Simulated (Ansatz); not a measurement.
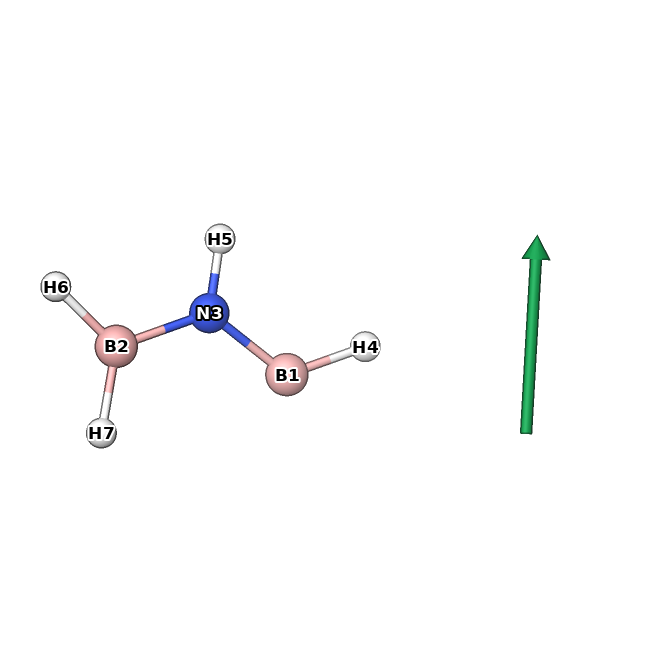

The arrow beside the molecule shows the direction of the dipole moment, from the negative to the positive end (its length means nothing). The species is neutral and a spin doublet. The geometry was computed by an optimisation with PBE0-D4/def2-TZVP. No frequency run is at hand to confirm it as a minimum. Level of theory: UKS PBE0-D4/def2-TZVP (Ansatz 0.2.0).

Estimate the dipole moment.

1.77 D; it points from the side of H7 to the side of H5 (the outermost atoms at the two ends).
